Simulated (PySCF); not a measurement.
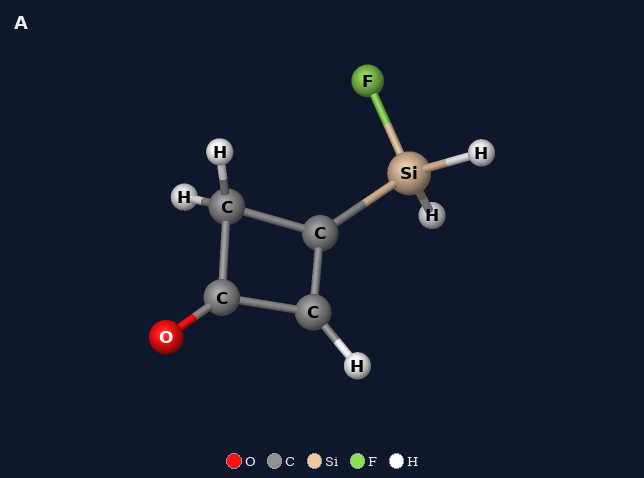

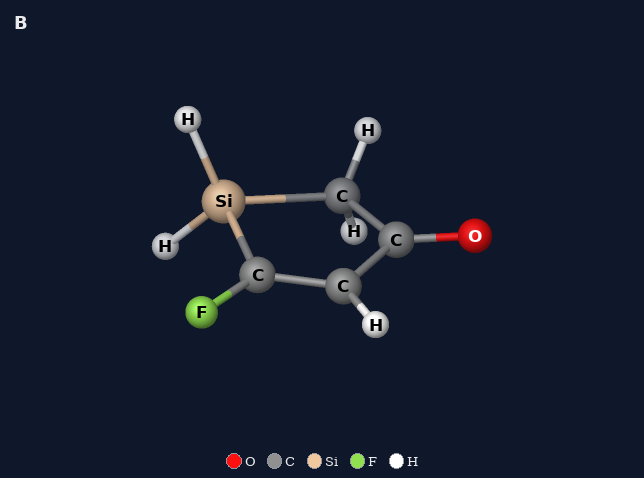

2 stationary structures of one formula. Geometries: GFN2-xTB. Electronic energies: PBE0/pcSseg-1 (PySCF 2.14.0), without zero-point energy. No frequency run is at hand to confirm each as a minimum. Each is one conformer, not always the lowest.

How are they related?

They are constitutional isomers of C4H5FOSi: A `O=C1C=C([SiH2]F)C1`, B `O=C1C=C(F)[SiH2]C1`.

Rank them by energy, lowest first.

A is lowest; B lies 50.6 kJ/mol above it.

The geometry is semi-empirical. Around Si such bond lengths and angles can be off by a tenth of an ångström or more and by several degrees, and values that hang on the shape move with them.
